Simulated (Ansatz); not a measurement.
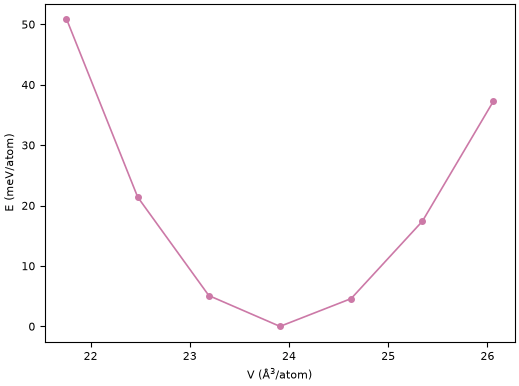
YGa in space group Cmcm (No. 63; Y on 4c, Ga on 4c) under volume change, the program Ansatz at the r²SCAN level (PAW), shape and atoms relaxed at each volume.

**Question.** What does a third-order Birch–Murnaghan fit give for V₀, B₀ and B′?

**Answer.** V₀ = 23.91 Å³/atom, B₀ = 71.5 GPa, B′ = 4.1.

The workflow started from an entry of the Crystallography Open Database (COD). Whether it is the stable phase at ambient conditions was not checked. Symmetry was held in the r²SCAN relaxation; its stability against distortions is not shown here. The run is not spin-polarised.

Potentials: the later of the program's two PAW sets.
